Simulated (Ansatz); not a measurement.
# WS3: an energy map over bond length W2–S3 and bond length W2–S4

How does the energy of S3W, SMILES [S]=[W](=[S])=[S] change over two coordinates at once? A grid of runs gives the map.

The runs use Ansatz 0.2.0; RKS PBE-D4/def2-TZVP.

## Step 1: Where the work starts

SMILES `[S]=[W](=[S])=[S]`, 4 atoms, charge 0, spin multiplicity 1.

Atoms are counted from 1 here; the program's logs count them from 0.

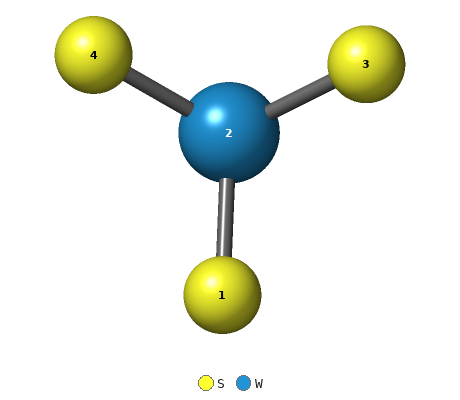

As it starts; sulfur yellow, tungsten blue; atoms are numbered from 1 in the order of the file.

As a file:

| atom | x (Å) | y (Å) | z (Å) |
| --- | --- | --- | --- |
| S1 | -0.2326 | 0.3510 | 1.9820 |
| W2 | -0.4194 | -0.3498 | -0.0472 |
| S3 | 1.4022 | -1.4080 | -0.5009 |
| S4 | -0.4411 | 1.4022 | -1.3017 |

## Step 2: Relaxing the molecule

Contents of input.yaml:

```yaml
crystal:
  periodic: [false, false, false]
  atoms:
    - { symbol: S, position_ang: [-0.2326, 0.351045, 1.982005] }
    - { symbol: W, position_ang: [-0.419405, -0.349798, -0.047227] }
    - { symbol: S, position_ang: [1.402186, -1.407974, -0.500864] }
    - { symbol: S, position_ang: [-0.441122, 1.402217, -1.301664] }
basis:
  gaussian: { orbitals: def2-TZVP }
hamiltonian:
  xc: pbe
  dispersion: d4
output:
  forces: true
relax:
  f_tol: 0.003
  max_steps: 120
```

On the command line:

```
ansatz run input.yaml --threads 1 --pin off --max-ram 2560MiB --backend cpu --events-out ev --progress --plain --runs-dir out
```

Output, cut to the lines that bear on the results:

```text
Warning: RAYON_NUM_THREADS=1 ignored (pool sized by the plan → 1); use --threads N
[...]
Functional definition: PBE
[...]
1107 factors; their error is unknown
[...]
mean field -34323.50282885 eV, -1261.3654636545 hartree, gradient 6.9e-5 eV, S^2 0.000000; 3 other end points of the search recorded, 0 dependent functions left out
[...]
reference -34323.50286023 eV, -1261.3654648074 hartree; 31, 31 occupied and 120, 120 virtual orbitals, 1107 factors
relax step   1: F+E_penalty+E_count = -34323.71008867 eV  Δ(F+E_penalty+E_count) = +0.000e0 eV  max|allowed force component| = 3.884e-1 eV/Å  Δτ_max = 0.0000 Å  (84 SCF iters, accepted)
[...]
relax step   2: F+E_penalty+E_count = -34323.71371665 eV  Δ(F+E_penalty+E_count) = -3.628e-3 eV  max|allowed force component| = 2.344e-1 eV/Å  Δτ_max = 0.0333 Å  (37 SCF iters, accepted)
[...]
relax step   3: F+E_penalty+E_count = -34323.71596384 eV  Δ(F+E_penalty+E_count) = -2.247e-3 eV  max|allowed force component| = 1.172e-3 eV/Å  Δτ_max = 0.0133 Å  (33 SCF iters, accepted)
1107 factors; their error is unknown
[...]
mean field -34323.50882782 eV, -1261.3656841124 hartree, gradient 9.4e-6 eV, S^2 0.000000; 4 other end points of the search recorded, 0 dependent functions left out
[...]
reference -34323.50885918 eV, -1261.3656852649 hartree; 31, 31 occupied and 120, 120 virtual orbitals, 1107 factors
Total energy: -34323.71599520 eV, -1261.3732973734 hartree
Atom 0 at    -0.238470     0.347395     1.982829 Å, force    -0.000147    -0.000083    -0.000105 eV/Å
Atom 1 at    -0.403240    -0.338370    -0.044371 Å, force     0.001172     0.000540    -0.000612 eV/Å
Atom 2 at     1.397587    -1.412700    -0.502444 Å, force    -0.000364    -0.000468     0.000406 eV/Å
Atom 3 at    -0.446817     1.399164    -1.303764 Å, force    -0.000661     0.000011     0.000311 eV/Å
Dipole moment:    -0.564973    -0.396542    -0.091078 e Å
```

It took 47 s on 1 thread of Arm Neoverse N1, shared host; peak memory 0.21 GiB.

Step by step:

| step | energy from step 1 (eV) | largest force component (eV/Å) |
| --- | --- | --- |
| 1 | 0.0000 | 0.3884 |
| 2 | -0.0036 | 0.2344 |
| 3 | -0.0059 | 0.0012 |

Distances of close pairs at the start and the end, largest changes first:

| bond | before (Å) | after (Å) | change (Å) |
| --- | --- | --- | --- |
| S1–W2 | 2.155 | 2.146 | -0.009 |
| W2–S3 | 2.155 | 2.146 | -0.009 |
| W2–S4 | 2.155 | 2.146 | -0.009 |

## Step 3: The grid

The axes are (1) bond length W2–S3: 15 values from 1.889 to 2.683 Å; (2) bond length W2–S4: 15 values from 1.889 to 2.683 Å.

Nothing else is relaxed (all other coordinates rigid). Energies count from the relaxed molecule at the same level.

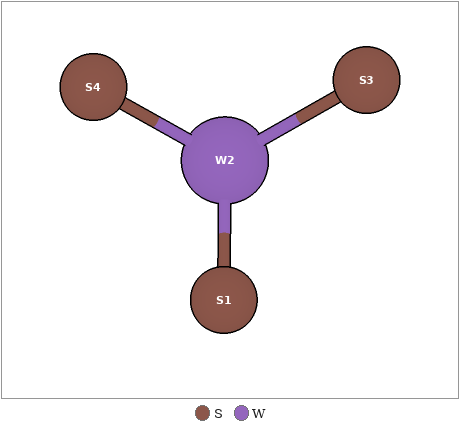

The geometry at bond length W2–S3 = 2.570 Å, bond length W2–S4 = 2.343 Å.

Below, 2 of the grid's runs; all are launched alike.

## Step 4: Grid point bond length W2–S3 = 2.570 Å, bond length W2–S4 = 2.343 Å

Contents of input.yaml:

```yaml
crystal:
  periodic: [false, false, false]
  atoms:
    - { symbol: S, position_ang: [-0.23847, 0.347395, 1.982829] }
    - { symbol: W, position_ang: [-0.40324, -0.33837, -0.044371] }
    - { symbol: S, position_ang: [1.752996, -1.624729, -0.592848] }
    - { symbol: S, position_ang: [-0.450809, 1.558322, -1.419124] }
basis:
  gaussian: { orbitals: def2-TZVP }
hamiltonian:
  xc: pbe
  dispersion: d4
output:
  forces: true
```

On the command line:

```
ansatz run input.yaml --threads 1 --pin off --max-ram 2560MiB --backend cpu --events-out ev --progress --plain --runs-dir out
```

Output, cut to the lines that bear on the results:

```text
Warning: RAYON_NUM_THREADS=1 ignored (pool sized by the plan → 1); use --threads N
[...]
Functional definition: PBE
[...]
1107 factors; their error is unknown
[...]
mean field -34321.70923259 eV, -1261.2995502075 hartree, gradient 2.1e-5 eV, S^2 0.000000; 6 other end points of the search recorded, 0 dependent functions left out
[...]
reference -34321.70926520 eV, -1261.2995514061 hartree; 31, 31 occupied and 120, 120 virtual orbitals, 1107 factors
Total energy: -34321.89753884 eV, -1261.3064703348 hartree
Atom 0 at    -0.238470     0.347395     1.982829 Å, force    -0.093335    -0.296430    -0.825408 eV/Å
Atom 1 at    -0.403240    -0.338370    -0.044371 Å, force     4.045436     1.101557    -2.463439 eV/Å
Atom 2 at     1.752996    -1.624729    -0.592848 Å, force    -3.977759     2.319638     1.020814 eV/Å
Atom 3 at    -0.450809     1.558322    -1.419124 Å, force     0.025659    -3.124765     2.268032 eV/Å
Dipole moment:    -0.709178    -0.278376     0.102020 e Å
```

Run time: 24 s. Hardware: 1 thread of Arm Neoverse N1, shared host; peak memory 0.21 GiB.

On the map this point reads 175 kJ/mol.

## Step 5: The run at bond length W2–S3 = 2.172 Å, bond length W2–S4 = 2.172 Å

Contents of input.yaml:

```yaml
crystal:
  periodic: [false, false, false]
  atoms:
    - { symbol: S, position_ang: [-0.23847, 0.347395, 1.982829] }
    - { symbol: W, position_ang: [-0.40324, -0.33837, -0.044371] }
    - { symbol: S, position_ang: [1.419073, -1.425518, -0.507909] }
    - { symbol: S, position_ang: [-0.447337, 1.419895, -1.31879] }
basis:
  gaussian: { orbitals: def2-TZVP }
hamiltonian:
  xc: pbe
  dispersion: d4
output:
  forces: true
```

On the command line:

```
ansatz run input.yaml --threads 1 --pin off --max-ram 2560MiB --backend cpu --events-out ev --progress --plain --runs-dir out
```

Output, cut to the lines that bear on the results:

```text
Warning: RAYON_NUM_THREADS=1 ignored (pool sized by the plan → 1); use --threads N
[...]
Functional definition: PBE
[...]
1107 factors; their error is unknown
[...]
mean field -34323.49224449 eV, -1261.3650746864 hartree, gradient 2.8e-5 eV, S^2 0.000000; 3 other end points of the search recorded, 0 dependent functions left out
[...]
reference -34323.49227591 eV, -1261.3650758412 hartree; 31, 31 occupied and 120, 120 virtual orbitals, 1107 factors
Total energy: -34323.69798386 eV, -1261.3726354689 hartree
Atom 0 at    -0.238470     0.347395     1.982829 Å, force    -0.011632    -0.031647    -0.084432 eV/Å
Atom 1 at    -0.403240    -0.338370    -0.044371 Å, force     0.590853     0.253327    -0.470835 eV/Å
Atom 2 at     1.419073    -1.425518    -0.507909 Å, force    -0.583116     0.336605     0.150101 eV/Å
Atom 3 at    -0.447337     1.419895    -1.318790 Å, force     0.003895    -0.558286     0.405166 eV/Å
Dipole moment:    -0.572592    -0.395193    -0.068809 e Å
```

Wall time 15 s (1 thread of Arm Neoverse N1, shared host); peak memory 0.2 GiB.

On the map this point reads 1.7 kJ/mol.

## Step 6: Energy over the grid

120 points were computed, 105 more follow by symmetry. Energies in kJ/mol, from the relaxed molecule at the same level:

```csv
"bond length W2–S4 (Å) ↓, bond length W2–S3 (Å) →",1.889,1.946,2.002,2.059,2.116,2.172,2.229,2.286,2.343,2.399,2.456,2.513,2.570,2.626,2.683
2.683,284,233,201,183,177,180,191,207,227,250,275,301,328,354,381
2.626,261,209,176,158,152,155,165,181,201,223,248,274,301,327,354
2.570,238,185,153,134,128,130,140,156,175,198,222,248,275,301,328
2.513,215,162,129,110,103,106,115,130,150,172,196,222,248,274,301
2.456,193,140,106,87,80,82,91,106,125,146,171,196,222,248,275
2.399,173,119,85,65,57,59,68,83,101,123,146,172,198,223,250
2.343,155,101,66,46,38,39,48,62,80,101,125,150,175,201,227
2.286,140,86,50,30,21,22,30,44,62,83,106,130,156,181,207
2.229,130,75,39,18,9,9,17,30,48,68,91,115,140,165,191
2.172,126,70,33,12,2,2,9,22,39,59,82,106,130,155,180
2.116,129,73,35,13,3,2,9,21,38,57,80,103,128,152,177
2.059,142,85,47,24,13,12,18,30,46,65,87,110,134,158,183
2.002,168,110,71,47,35,33,39,50,66,85,106,129,153,176,201
1.946,208,149,110,85,73,70,75,86,101,119,140,162,185,209,233
1.889,268,208,168,142,129,126,130,140,155,173,193,215,238,261,284
```

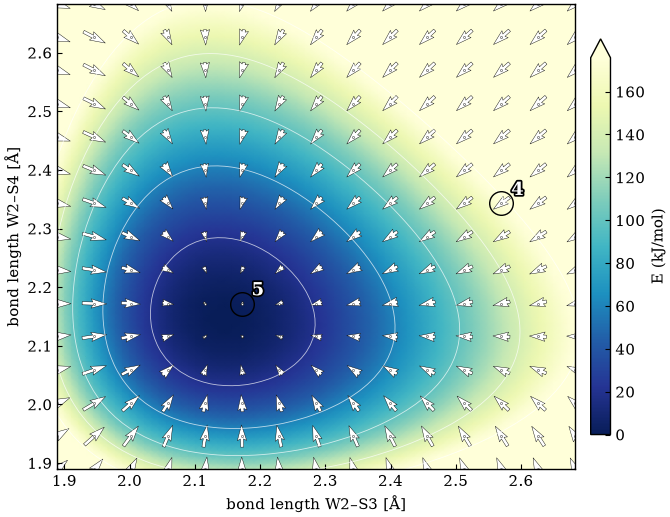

The map; numbers mark the steps of this session that print a point's run. The picture shows a smooth colour map, dots at the grid points, arrows along the force (downhill), longer where it is stronger, one colour for all values above the top of the scale. Between grid points the surface is interpolated.

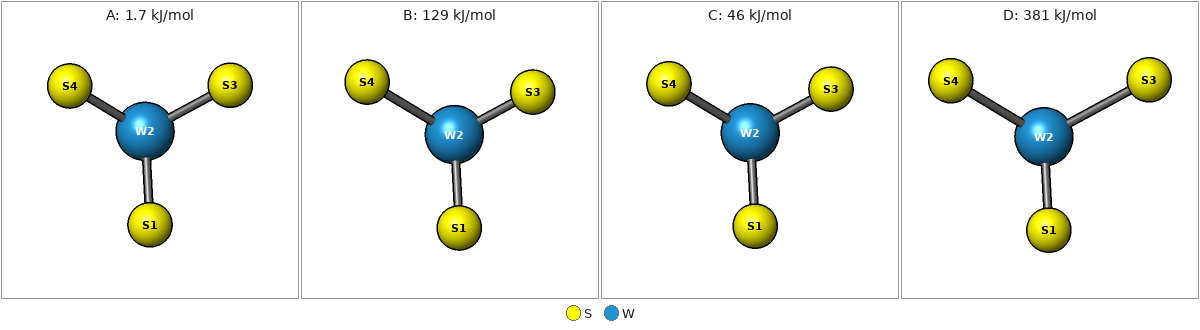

Structures on the grid, at one scale: A at bond length W2–S3 = 2.172 Å, bond length W2–S4 = 2.172 Å; B at bond length W2–S3 = 2.002 Å, bond length W2–S4 = 2.513 Å; C at bond length W2–S3 = 2.059 Å, bond length W2–S4 = 2.343 Å; D at bond length W2–S3 = 2.683 Å, bond length W2–S4 = 2.683 Å.

On the same grid, dipole moment (D):

| bond length W2–S4 (Å) ↓, bond length W2–S3 (Å) → | 1.889 | 1.946 | 2.002 | 2.059 | 2.116 | 2.172 | 2.229 | 2.286 | 2.343 | 2.399 | 2.456 | 2.513 | 2.570 | 2.626 | 2.683 |
| --- | --- | --- | --- | --- | --- | --- | --- | --- | --- | --- | --- | --- | --- | --- | --- |
| 2.683 | 4.21 | 4.10 | 4.01 | 3.93 | 3.87 | 3.82 | 3.80 | 3.78 | 3.78 | 3.79 | 3.81 | 3.83 | 3.86 | 3.89 | 3.92 |
| 2.626 | 4.15 | 4.04 | 3.95 | 3.87 | 3.81 | 3.77 | 3.74 | 3.73 | 3.74 | 3.75 | 3.77 | 3.80 | 3.83 | 3.86 | 3.89 |
| 2.570 | 4.08 | 3.97 | 3.88 | 3.81 | 3.75 | 3.71 | 3.69 | 3.69 | 3.69 | 3.71 | 3.73 | 3.76 | 3.79 | 3.83 | 3.86 |
| 2.513 | 4.00 | 3.90 | 3.81 | 3.74 | 3.68 | 3.65 | 3.63 | 3.63 | 3.64 | 3.67 | 3.69 | 3.73 | 3.76 | 3.80 | 3.83 |
| 2.456 | 3.93 | 3.82 | 3.73 | 3.67 | 3.62 | 3.59 | 3.58 | 3.58 | 3.60 | 3.62 | 3.66 | 3.69 | 3.73 | 3.77 | 3.81 |
| 2.399 | 3.84 | 3.74 | 3.66 | 3.60 | 3.55 | 3.53 | 3.52 | 3.53 | 3.56 | 3.59 | 3.62 | 3.67 | 3.71 | 3.75 | 3.79 |
| 2.343 | 3.76 | 3.66 | 3.59 | 3.53 | 3.49 | 3.47 | 3.47 | 3.49 | 3.52 | 3.56 | 3.60 | 3.64 | 3.69 | 3.74 | 3.78 |
| 2.286 | 3.68 | 3.59 | 3.51 | 3.46 | 3.43 | 3.42 | 3.43 | 3.46 | 3.49 | 3.53 | 3.58 | 3.63 | 3.69 | 3.73 | 3.78 |
| 2.229 | 3.61 | 3.52 | 3.45 | 3.41 | 3.38 | 3.38 | 3.40 | 3.43 | 3.47 | 3.52 | 3.58 | 3.63 | 3.69 | 3.74 | 3.80 |
| 2.172 | 3.54 | 3.46 | 3.40 | 3.36 | 3.35 | 3.36 | 3.38 | 3.42 | 3.47 | 3.53 | 3.59 | 3.65 | 3.71 | 3.77 | 3.82 |
| 2.116 | 3.48 | 3.41 | 3.36 | 3.34 | 3.33 | 3.35 | 3.38 | 3.43 | 3.49 | 3.55 | 3.62 | 3.68 | 3.75 | 3.81 | 3.87 |
| 2.059 | 3.44 | 3.38 | 3.34 | 3.33 | 3.34 | 3.36 | 3.41 | 3.46 | 3.53 | 3.60 | 3.67 | 3.74 | 3.81 | 3.87 | 3.93 |
| 2.002 | 3.43 | 3.37 | 3.35 | 3.34 | 3.36 | 3.40 | 3.45 | 3.51 | 3.59 | 3.66 | 3.73 | 3.81 | 3.88 | 3.95 | 4.01 |
| 1.946 | 3.43 | 3.39 | 3.37 | 3.38 | 3.41 | 3.46 | 3.52 | 3.59 | 3.66 | 3.74 | 3.82 | 3.90 | 3.97 | 4.04 | 4.10 |
| 1.889 | 3.46 | 3.43 | 3.43 | 3.44 | 3.48 | 3.54 | 3.61 | 3.68 | 3.76 | 3.84 | 3.93 | 4.00 | 4.08 | 4.15 | 4.21 |

## Step 7: Results

| quantity | value |
| --- | --- |
| lowest point | bond length W2–S3 = 2.172 Å, bond length W2–S4 = 2.172 Å, 1.7 kJ/mol |
| highest computed point | bond length W2–S3 = 2.683 Å, bond length W2–S4 = 2.683 Å, 380 kJ/mol above the lowest |
| dipole moment (D) | 3.33 at bond length W2–S3 = 2.059 Å, bond length W2–S4 = 2.059 Å to 4.21 at bond length W2–S3 = 1.889 Å, bond length W2–S4 = 2.683 Å; 3.36 at the lowest point |
| time for the whole task | 38 min on 1 thread, shared host |

In words: The lowest computed point is at bond length W2–S3 = 2.172 Å, bond length W2–S4 = 2.172 Å, 1.7 kJ/mol from the relaxed molecule at the same level. The grid shows no well of another kind. The highest computed point, bond length W2–S3 = 2.683 Å, bond length W2–S4 = 2.683 Å, lies 380 kJ/mol above the lowest. Round the minimum the two coordinates are nearly uncoupled.
